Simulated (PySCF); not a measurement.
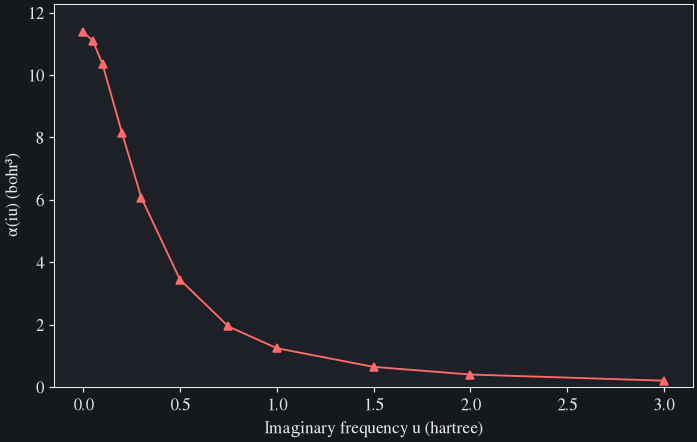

Dipole polarisability at imaginary frequency of B⁺ ([He] 2s²). Coupled response at the HF level; PySCF, dyall-av3z, non-relativistic, unrestricted single determinants, no spin-orbit coupling.

Question: Give the static polarisability, its fall-off and C₆.

Answer: The static dipole polarisability is 11.4 bohr³; α(iu) falls to half of it near u = 0.32 hartree. The Casimir–Polder integral gives C₆ = 31.7 hartree bohr⁶ for two such species.
